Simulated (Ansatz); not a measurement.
**A computed series for Rh: response to strain**

Start from Rh in the fcc (Cu type) structure (space group Fm-3m, No. 225; a = 3.7816 Å; relaxed with 0.1 eV smearing).

Strains are applied to the cell and any free atomic positions relax.

Level of theory: PBEsol (Ansatz, a first-principles code), no spin-orbit coupling.

Notes on the quantities. energy relative to the base: free energy F.

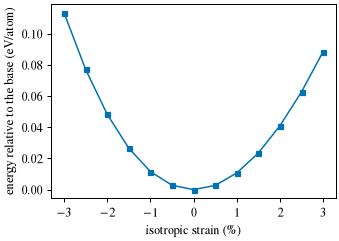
Figure. Energy relative to the base against isotropic strain

**Question.** From the plot, what is the energy relative to the base for isotropic strain −0.50 %?

**Answer.** About 0.003 eV/atom.

**Question.** Is the trend monotonic over the range shown?

**Answer.** No, it turns within the range, spanning 0 meV/atom to +114 meV/atom.

Whether these cells are dynamically stable was not tested. The final runs are not spin-polarised. Rh lies near a magnetic instability that expansion can trigger; it was not tested.
